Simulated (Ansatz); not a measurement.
Fields on a plane of ZrIr3 (Cu3Au type)

```
ZrIr3
1.0
    3.91070     0.00000     0.00000
    0.00000     3.91070     0.00000
    0.00000     0.00000     3.91070
Zr Ir
1 3
Direct
  0.00000   0.00000   0.00000
  0.50000   0.50000   0.00000
  0.00000   0.50000   0.50000
  0.50000   0.00000   0.50000
```

The slice is a {210} plane (indices of the conventional cell) through the point (0.000, 0.500, 0.500) (fractional), spanned by u = [100] and v = [021] in vectors of this cell: u (3.91 Å) and v (8.74 Å, at 90° to u). It covers one period; positions are fractions (u, v).

Atoms on it: Ir at (0.50, 0.50); Ir at (0.00, 0.00). Other atoms lie within 1 Å of the plane.

Level of theory: LDA (plane waves to 420 eV, PAW, scalar-relativistic; Ansatz, a quantum-chemistry and plane-wave program). k mesh 12×12×12. Inside the PAW spheres the values are not all-electron values, and peaks at nuclei hang on which shells count as valence. Spin-orbit coupling is left out, though Ir is heavy. ZrIr3 is run without spin polarisation. ZrIr3 was relaxed with its symmetry unable to fall.

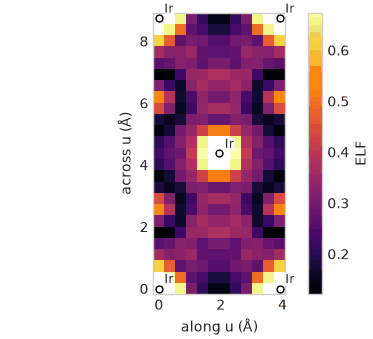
Figure. Electron localisation function (ELF), one period of the plane, atoms marked. Points within 0.5 Å of a nucleus are left white, as the pseudised field means little there.

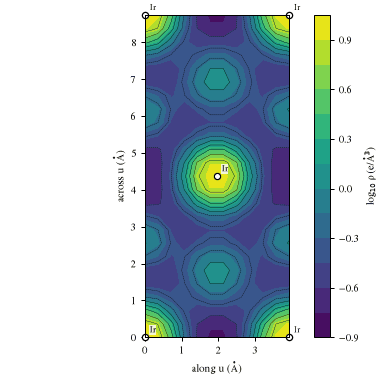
Fig. 1. Log₁₀ of the valence density in e/Å³, one period of the plane, atoms marked. The scale is logarithmic, as a density can span decades between atoms and voids.
